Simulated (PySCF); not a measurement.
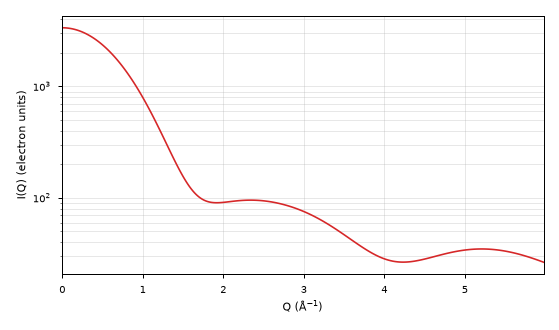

Elastic X-ray scattering of a randomly oriented, rigid molecule, calculated with the Debye equation from neutral-atom form factors (independent atoms, no Compton part, no vibration). The geometry is the end point of an optimisation (PBE0-D3(BJ)/def2-SVP geometry optimisation, gas phase (PySCF)); it may be a saddle point or a higher isomer. It contains C, N, H.

Q: How many electrons does the independent-atom model of the molecule hold?

A: I(0) is the square of the electron number: I(0) = 3360, so about 58 electrons, the count of C6H15N.

Q: What radius of gyration does the initial fall-off give?

A: From I(Q) ≈ I(0) exp(−Q²R²/3) at small Q, R ≈ 2.05 Å. It is larger than the electron-weighted radius of the nuclear positions alone (1.89 Å), because each atom's electron cloud adds to it.
